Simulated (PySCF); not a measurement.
CH2OS2, SMILES `O.S=C=S`.

Level of theory: ωB97X/def2-SVP (PySCF), at an unrelaxed start geometry of a pair search. Without diffuse functions Rydberg states are missing, so the states' numbers hold for this basis only.

Input

```python
import numpy as np
from pyscf import gto, scf, dft, tdscf
from pyscf.scf import atom_ks, atom_hf
from scipy.linalg import block_diag

def solve(mol, dm0=None, hcore=None):
    mf = (dft.UKS if mol.spin else dft.RKS)(mol, xc='wb97x')
    mf.grids.level = 3
    mf = mf.density_fit(auxbasis='def2-universal-jkfit')
    mf.conv_tol, mf.max_cycle = 1e-8, 80
    if hcore is not None:
        mf.get_hcore = lambda *args: hcore
    mf.kernel(dm0)
    if not mf.converged:
        mf = mf.newton().run(mf.mo_coeff, mf.mo_occ, max_cycle=30)
    assert mf.converged, 'SCF not converged'
    return mf

mol = gto.M(atom='''
O     -1.62594    -1.79604     0.00032
H     -2.20404    -1.62622    -0.74796
H     -2.08660    -1.49444     0.78745
S      1.62718    -0.55285    -0.00065
C      0.45115     0.45211    -0.00101
S     -0.71523     1.47637    -0.00160
''', basis='def2-svp', charge=0, spin=0, verbose=4)
mf = solve(mol)
td = mf.TDA()
td.nstates, td.singlet, td.conv_tol = 5, True, 1e-5
td.kernel()
td.analyze()
x, y = np.array([p[0] for p in td.xy]), np.array([p[1] + 0 * p[0] for p in td.xy])
f, mu = td.oscillator_strength(), td.transition_dipole()
nto = [td.get_nto(state=i + 1, verbose=4) for i in range(len(td.e))]
# spherically averaged free atoms, for the promolecule
atm = atom_ks.get_atm_nrks(mol, xc='wb97x')
pro = block_diag(*[(atm[a[0]][2] * atm[a[0]][3]) @ atm[a[0]][2].T for a in mol._atom])
np.savez('result.npz', e=td.e, f=f, ok=td.converged, w=[n[0] for n in nto], nto=[n[1] for n in nto], x=x, y=y, c=mf.mo_coeff, occ=mf.mo_occ, eps=mf.mo_energy, pro=pro, mu=mu)
```

Run with:

```sh
OMP_NUM_THREADS=1 python input.py
```

The run took 54 s on 1 thread of Intel(R) Xeon(R) Platinum 8259CL CPU @ 2.50GHz (Skylake/Cascade Lake), on a shared host, peak memory 0.45 GiB.

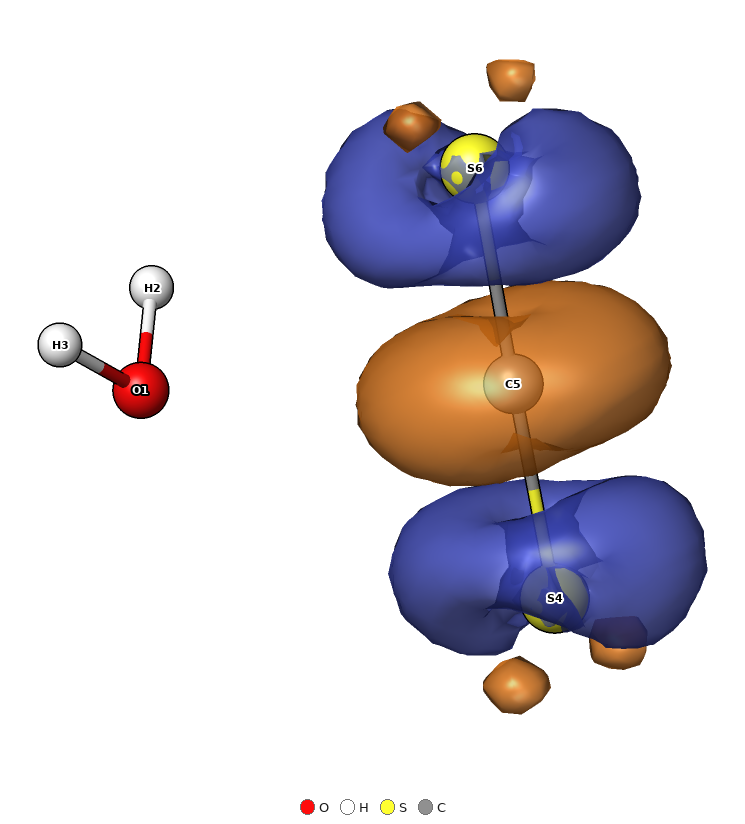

Unrelaxed difference density of S₁ less the ground state (TDA singlet states), ±0.03 e/Å³; orange: gain, blue: loss.

### How does the charge move on excitation?

0.47 e is displaced in all, of which about 0.3 e passes between atoms: S6 (0.15 e) and S4 (0.14 e) lose electrons and C5 (0.29 e) gains them. The state: 3.96 eV (313 nm), f = 0.000 (dark); the leading pair carries 62 %; hole on S4 and S6 (46 % each) and C5 (8 %), electron on C5 (37 %), S4 (32 %) and S6 (31 %) (shares are of the whole state, not of the leading pair alone); their centroids lie 0.0 Å apart.
